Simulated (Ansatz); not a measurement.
BFGe2H4

```xyz
8

B     0.6384   -0.6672   -0.5550
F    -0.7070   -0.3911   -0.6221
Ge    1.3392   -1.0805    1.6552
Ge    1.8337    1.0568    0.5151
H     2.8506   -0.3418    1.0149
H     1.3859    0.6361    2.2140
H     0.9709   -1.8469   -0.5077
H     1.3617   -0.1600   -1.4062
```

Geometry: B3LYP/6-31G*.

The calculation used isolated molecule in a Gaussian basis; Kohn-Sham density functional theory, functional PBE0 in Ansatz.

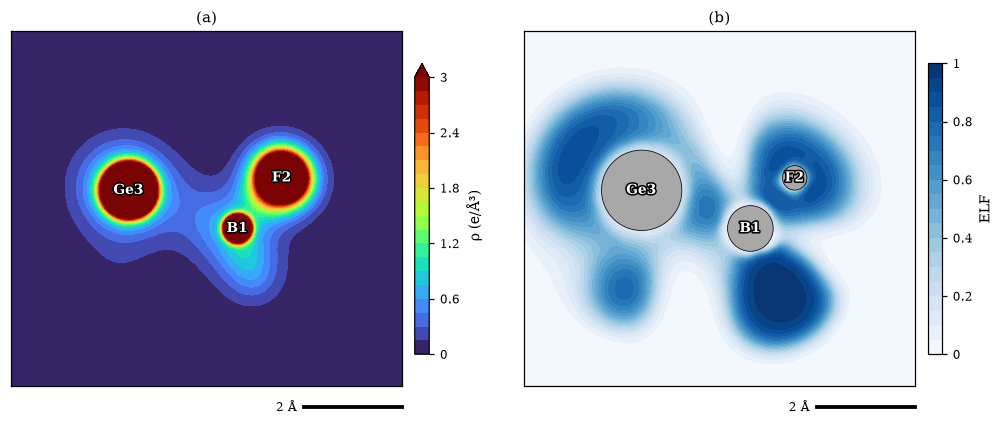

Figure 1. (a) electron density; (b) electron localisation function on the plane of atoms F2, B1 and Ge3. Grey discs cover the atomic cores in the ELF map.

**What do the fields say about this system?**

The plane passes through B, F and Ge nuclei.
B–F (1.38 Å): ρ is about 1.9 e/Å³ halfway; the ELF peaks at about 0.85 between the atoms (a polar covalent bond).
Ge–B (2.36 Å): ρ at the midpoint is about 0.42 e/Å³; the ELF peaks at about 0.70 in the valence shell of B, 1.0 Å from its nucleus, and is about 0.65 at the midpoint.
The ELF also peaks beside F2, away from the bonds: lone-pair regions.

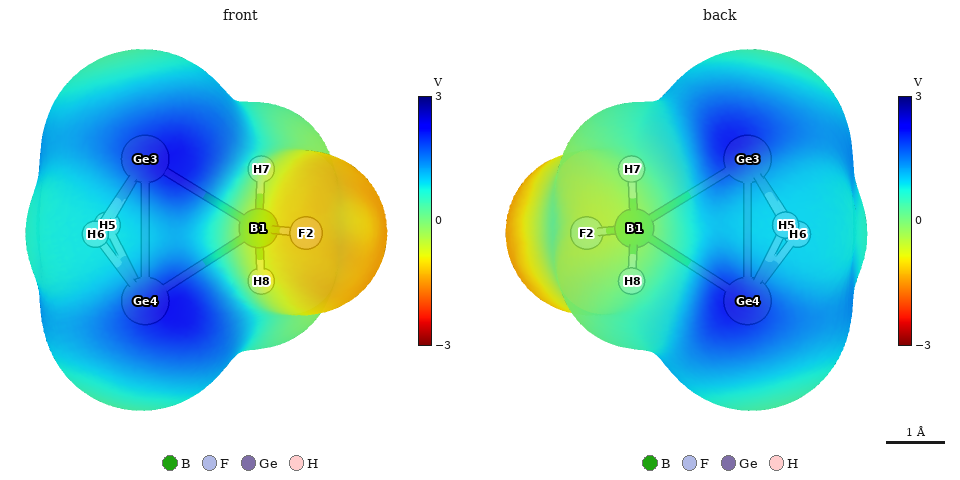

Figure 2. The molecular electrostatic potential painted on the density surface at 0.004 e/bohr³, seen from the front and from behind; red is negative and blue positive.

**Where is the surface potential most negative and most positive?**

The most negative region (about −1.4 V) lies over F2, the most positive (about +2.3 V) over Ge3 and Ge4.

**What dipole moment does the calculation give?**

Its dipole moment is 2.46 D.

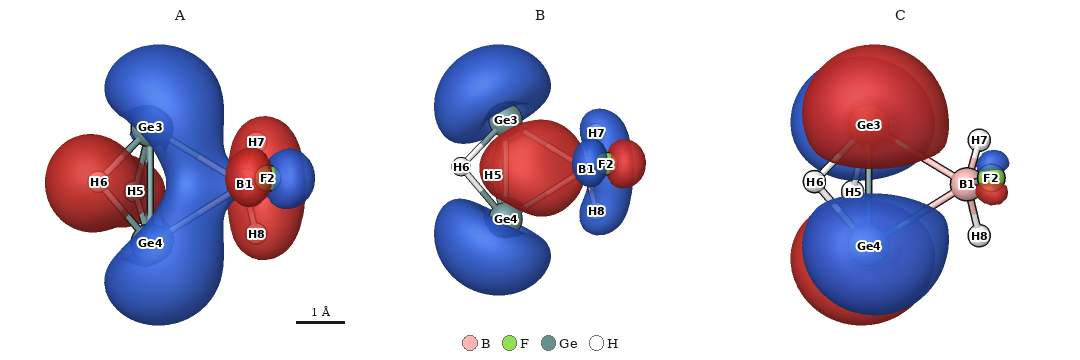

Figure 3. Three frontier orbitals at ±0.08 Å⁻³ᐟ² (red and blue are the two phases), in no order.

**Which picture is the HOMO−1, the HOMO and the LUMO?**

A is the HOMO−1 (−7.99 eV). Its weight (Hirshfeld) is mainly on Ge4 (about 30 %), Ge3 (about 30 %), H6 (about 10 %), B1 (about 10 %) and F2 (about 5 %). B is the HOMO (−6.89 eV). Its weight (Hirshfeld) is mainly on Ge4 (about 35 %), Ge3 (about 35 %), B1 (about 15 %) and F2 (about 5 %). C is the LUMO (−2.54 eV). Its weight (Hirshfeld) is mainly on Ge4 (about 45 %) and Ge3 (about 45 %); π-antibonding (π*) across Ge4–Ge3.

**What is the HOMO–LUMO gap?**

4.35 eV between the orbital energies.
